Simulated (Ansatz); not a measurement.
**CCSD(T)/6-31G(d) (spherical functions) run of C4H8O2 (1,4-dioxane)**

Aim: the vertical ionisation energy of C4H8O2 (1,4-dioxane) at CCSD(T)/6-31G* (spherical functions), from 2 runs. 

The calculation is run with Ansatz 0.2.0.

33 further runs of the same task are left out: 33 set aside as unsound or not needed. Runs told in other sessions of the task aren't counted.

## Step 1: Starting point

C4H8O2 has 14 atoms, charge 0, and is taken as a singlet. SMILES: `C1COCCO1`. The coordinates come from a PBE0-D4/def2-TZVP relaxation. The six-membered ring is boat-like, not the chair, which as a rule lies lower.

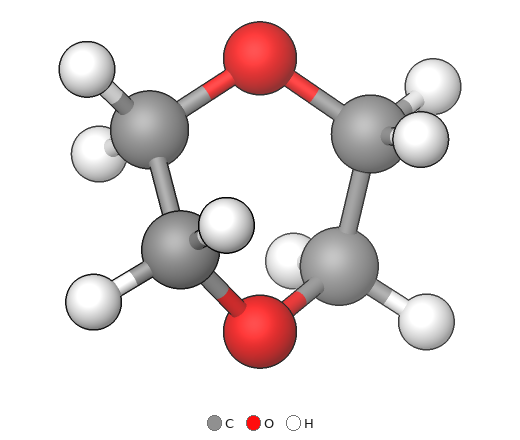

Viewed from a chosen angle; carbon grey, oxygen red, hydrogen white.

## Step 2: The energy at CCSD(T)/6-31G(d) (spherical functions)

Input file run.yaml:

```yaml
crystal:
  periodic: [false, false, false]
  atoms:
    - {symbol: C, position_ang: [-0.755110, 0.429840, 1.042560]}
    - {symbol: C, position_ang: [0.745370, 0.276440, 1.099920]}
    - {symbol: O, position_ang: [1.198590, -0.767220, 0.258360]}
    - {symbol: C, position_ang: [0.360900, -0.984650, -0.861440]}
    - {symbol: C, position_ang: [-0.351150, 0.278370, -1.281020]}
    - {symbol: O, position_ang: [-1.198450, 0.767440, -0.258360]}
    - {symbol: H, position_ang: [-1.233510, -0.501870, 1.375790]}
    - {symbol: H, position_ang: [-1.077050, 1.229830, 1.714480]}
    - {symbol: H, position_ang: [1.223490, 1.225060, 0.817880]}
    - {symbol: H, position_ang: [1.059510, 0.033660, 2.118500]}
    - {symbol: H, position_ang: [0.993260, -1.347710, -1.675930]}
    - {symbol: H, position_ang: [-0.377950, -1.766340, -0.635500]}
    - {symbol: H, position_ang: [0.387970, 1.043080, -1.558370]}
    - {symbol: H, position_ang: [-0.975870, 0.084070, -2.156860]}
basis:
  gaussian: {orbitals: 6-31G_st_-spherical.json}
correlation: {method: ccsd_t, frozen_orbitals: {C: 1, H: 0, O: 1}}
accuracy: high
scf: {omitted_lower_state_checks: [cluster_reference, increment]}
```

The basis set 6-31G* is read from a file made from the Basis Set Exchange's data (not shown).

Command:

```sh
$ ansatz run run.yaml --threads 1 --pin off --max-ram 3480MiB --events-out events.jsonl --progress --plain --runs-dir runs
```

The log of the run:

```text
Warning: RAYON_NUM_THREADS=1 ignored (pool sized by the plan → 1); use --threads N
Functional definition: HF
  name "HF"
  exchange = exact_x
  correlation = 0
these checks for a lower state are left out or cut short: cluster_reference, increment
2557 factors; integrals over basis functions are off by at most 3.1e-9 eV
mean field evaluation 1: about -8318.5883 eV, gradient 3.5e1 eV
mean field evaluation 2: about -8318.5912 eV, gradient 3.5e1 eV
mean field evaluation 4: about -8321.5106 eV, gradient 4.9e0 eV
mean field evaluation 8: about -8321.5645 eV, gradient 1.1e-1 eV
mean field -8321.56451495 eV, -305.8118553652 hartree, gradient 1.3e-8 eV, S^2 0.000000; 0 other end points of the search recorded, 0 dependent functions left out
6 core orbitals not correlated: weight in the atoms' cores, before any rotation towards them, 1.000 or more for the frozen orbitals, at most 0.000 for the correlated occupied ones
reference -8321.56451495 eV, -305.8118553652 hartree; 18, 18 occupied and 76, 76 virtual orbitals, 2557 factors
second order -23.33514416 eV of doubles, -0.00000000 eV of singles
cycle   1  -23.96627416 eV  change   -6.3e-1 eV  update   1.1e-1
cycle   2  -24.58705115 eV  change   -6.2e-1 eV  update   2.9e-2
cycle   3  -24.72731219 eV  change   -1.4e-1 eV  update   1.4e-2
cycle   4  -24.72671398 eV  change    6.0e-4 eV  update   2.8e-3
cycle   5  -24.72783970 eV  change   -1.1e-3 eV  update   1.1e-3
cycle   6  -24.72843061 eV  change   -5.9e-4 eV  update   3.6e-4
cycle   7  -24.72812857 eV  change    3.0e-4 eV  update   1.4e-4
cycle   8  -24.72804670 eV  change    8.2e-5 eV  update   4.2e-5
cycle   9  -24.72806062 eV  change   -1.4e-5 eV  update   1.4e-5
cycle  10  -24.72805697 eV  change    3.7e-6 eV  update   4.1e-6
cycle  11  -24.72805660 eV  change    3.6e-7 eV  update   1.3e-6
cycle  12  -24.72805849 eV  change   -1.9e-6 eV  update   4.7e-7
cycle  13  -24.72805876 eV  change   -2.7e-7 eV  update   1.5e-7
cycle  14  -24.72805900 eV  change   -2.4e-7 eV  update   5.8e-8
cycle  15  -24.72805905 eV  change   -4.8e-8 eV  update   3.0e-8
cycle  16  -24.72805987 eV  change   -8.2e-7 eV  update   1.2e-7
cycle  17  -24.72805996 eV  change   -8.3e-8 eV  update   2.5e-8
cycle  18  -24.72805999 eV  change   -3.2e-8 eV  update   6.6e-9
cycle  19  -24.72805999 eV  change   -5.3e-9 eV  update   2.1e-9
cycle  20  -24.72805999 eV  change  -6.0e-10 eV  update  6.4e-10
perturbative correction -0.69399718 eV, -0.0255039260 hartree
Total energy: -8346.98657212 eV, -306.7460987347 hartree
Checks for a lower state left out: cluster_reference, increment
```

It took 25 s on 1 thread of AMD EPYC 9R45 (Zen 5), shared host; peak memory 0.88 GiB.

## Step 3: The doublet cation at the same level

Input file input.yaml:

```yaml
crystal:
  periodic: [false, false, false]
  atoms:
    - {symbol: C, position_ang: [-0.755110, 0.429840, 1.042560]}
    - {symbol: C, position_ang: [0.745370, 0.276440, 1.099920]}
    - {symbol: O, position_ang: [1.198590, -0.767220, 0.258360]}
    - {symbol: C, position_ang: [0.360900, -0.984650, -0.861440]}
    - {symbol: C, position_ang: [-0.351150, 0.278370, -1.281020]}
    - {symbol: O, position_ang: [-1.198450, 0.767440, -0.258360]}
    - {symbol: H, position_ang: [-1.233510, -0.501870, 1.375790]}
    - {symbol: H, position_ang: [-1.077050, 1.229830, 1.714480]}
    - {symbol: H, position_ang: [1.223490, 1.225060, 0.817880]}
    - {symbol: H, position_ang: [1.059510, 0.033660, 2.118500]}
    - {symbol: H, position_ang: [0.993260, -1.347710, -1.675930]}
    - {symbol: H, position_ang: [-0.377950, -1.766340, -0.635500]}
    - {symbol: H, position_ang: [0.387970, 1.043080, -1.558370]}
    - {symbol: H, position_ang: [-0.975870, 0.084070, -2.156860]}
basis:
  gaussian:
    orbitals: 6-31G_st_-spherical.json
total_charge: 1
magnetization:
  spin_polarized: true
  initial_magnetization: 1
correlation:
  method: ccsd_t
  frozen_orbitals: {C: 1, H: 0, O: 1}
accuracy: high
scf:
  omitted_lower_state_checks: [cluster_reference, increment]
```

The basis set 6-31G* is read from a file made from the Basis Set Exchange's data (not shown).

Command:

```sh
$ ansatz run input.yaml --threads 1 --pin off --max-ram 3480MiB --events-out events.jsonl --progress --plain --runs-dir runs
```

The log of the run:

```text
Warning: RAYON_NUM_THREADS=1 ignored (pool sized by the plan → 1); use --threads N
[... 4 set-up lines as earlier in the session ...]
these checks for a lower state are left out or cut short: cluster_reference, increment
2561 factors; integrals over basis functions are off by at most 3.0e-9 eV
mean field evaluation 1: about -8307.0441 eV, gradient 3.0e1 eV
mean field evaluation 2: about -8307.0479 eV, gradient 3.0e1 eV
mean field evaluation 4: about -8311.5193 eV, gradient 3.5e0 eV
mean field evaluation 8: about -8311.7184 eV, gradient 1.6e-1 eV
mean field evaluation 16: about -8312.5517 eV, gradient 5.4e0 eV
mean field evaluation 32: about -8312.8354 eV, gradient 8.8e-5 eV
mean field -8312.83547496 eV, -305.4910690624 hartree, gradient 2.2e-8 eV, S^2 0.763127; 4 other end points of the search recorded, 0 dependent functions left out
6 core orbitals not correlated: weight in the atoms' cores, before any rotation towards them, 1.000 or more for the frozen orbitals, at most 0.000 for the correlated occupied ones
reference -8312.83547496 eV, -305.4910690624 hartree; 18, 17 occupied and 76, 77 virtual orbitals, 2561 factors
second order -22.21858811 eV of doubles, -0.00000000 eV of singles
cycle   1  -23.07057521 eV  change   -8.5e-1 eV  update   1.2e-1
cycle   2  -23.78645147 eV  change   -7.2e-1 eV  update   4.2e-2
cycle   3  -23.96623121 eV  change   -1.8e-1 eV  update   3.4e-2
cycle   4  -24.01159357 eV  change   -4.5e-2 eV  update   2.1e-2
cycle   5  -24.01440432 eV  change   -2.8e-3 eV  update   1.8e-2
cycle   6  -24.02693210 eV  change   -1.3e-2 eV  update   1.4e-2
cycle   7  -24.02943967 eV  change   -2.5e-3 eV  update   1.3e-2
cycle   8  -24.04534961 eV  change   -1.6e-2 eV  update   1.2e-2
cycle   9  -24.06083692 eV  change   -1.5e-2 eV  update   9.4e-3
cycle  10  -24.07134732 eV  change   -1.1e-2 eV  update   5.8e-3
cycle  11  -24.07771298 eV  change   -6.4e-3 eV  update   2.8e-3
cycle  12  -24.08085246 eV  change   -3.1e-3 eV  update   8.6e-4
cycle  13  -24.08011351 eV  change    7.4e-4 eV  update   4.4e-4
cycle  14  -24.08078654 eV  change   -6.7e-4 eV  update   2.0e-4
cycle  15  -24.08039671 eV  change    3.9e-4 eV  update   1.2e-4
cycle  16  -24.08043922 eV  change   -4.3e-5 eV  update   4.9e-5
cycle  17  -24.08047216 eV  change   -3.3e-5 eV  update   2.7e-5
cycle  18  -24.08051581 eV  change   -4.4e-5 eV  update   1.1e-5
cycle  19  -24.08051266 eV  change    3.2e-6 eV  update   6.4e-6
cycle  20  -24.08051006 eV  change    2.6e-6 eV  update   2.8e-6
cycle  21  -24.08050655 eV  change    3.5e-6 eV  update   2.1e-6
cycle  22  -24.08050599 eV  change    5.7e-7 eV  update   1.6e-6
cycle  23  -24.08050614 eV  change   -1.5e-7 eV  update   1.3e-6
cycle  24  -24.08050621 eV  change   -6.9e-8 eV  update   1.0e-6
cycle  25  -24.08050625 eV  change   -4.2e-8 eV  update   8.0e-7
cycle  26  -24.08050597 eV  change    2.7e-7 eV  update   4.9e-7
cycle  27  -24.08050591 eV  change    6.7e-8 eV  update   3.5e-7
cycle  28  -24.08050604 eV  change   -1.3e-7 eV  update   2.2e-7
cycle  29  -24.08050628 eV  change   -2.4e-7 eV  update   1.4e-7
cycle  30  -24.08050642 eV  change   -1.3e-7 eV  update   9.7e-8
cycle  31  -24.08050651 eV  change   -9.9e-8 eV  update   6.4e-8
cycle  32  -24.08050689 eV  change   -3.7e-7 eV  update   1.4e-7
cycle  33  -24.08050696 eV  change   -7.7e-8 eV  update   4.0e-8
cycle  34  -24.08050699 eV  change   -3.2e-8 eV  update   3.4e-8
cycle  35  -24.08050703 eV  change   -3.1e-8 eV  update   2.4e-8
cycle  36  -24.08050705 eV  change   -2.8e-8 eV  update   2.2e-8
cycle  37  -24.08050708 eV  change   -2.5e-8 eV  update   1.3e-8
cycle  38  -24.08050710 eV  change   -2.0e-8 eV  update   7.9e-9
cycle  39  -24.08050711 eV  change   -9.9e-9 eV  update   5.0e-9
cycle  40  -24.08050711 eV  change   -1.4e-9 eV  update   3.2e-9
perturbative correction -0.76467330 eV, -0.0281012254 hartree
Total energy: -8337.68065536 eV, -306.4041126017 hartree
Checks for a lower state left out: cluster_reference, increment
```

Run time: 2.2 min. Hardware: 1 thread of AMD EPYC 9R45 (Zen 5), shared host; peak memory 1.9 GiB.

## Step 4: Summary of results

Level: CCSD(T)/6-31G* (spherical functions), 6 core orbitals frozen.

| quantity | value |
| --- | --- |
| singlet C4H8O2: total energy | -306.74610 Eh |
| singlet C4H8O2: correlation energy (6 core orbitals frozen) | -934.2 mEh |
| singlet C4H8O2: (T) correction | -25.50 mEh |
| singlet C4H8O2: T1 diagnostic | 0.010 |
| doublet cation: total energy | -306.40411 Eh |
| doublet cation: correlation energy (6 core orbitals frozen) | -913.0 mEh |
| doublet cation: (T) correction | -28.10 mEh |
| doublet cation: ⟨S²⟩ of the reference determinant | 0.763 |
| doublet cation: T1 diagnostic | 0.051 |
| vertical ionisation energy (to the doublet cation) | 9.306 eV |

The vertical ionisation energy comes to 9.31 eV (898 kJ/mol). The triples (singlet C4H8O2) make up 2.7 % of the correlation energy. The T1 diagnostic (doublet cation) of 0.051 is above the customary mark for such species, so a single reference may not serve. The triples (doublet cation) make up 3.1 % of the correlation energy.
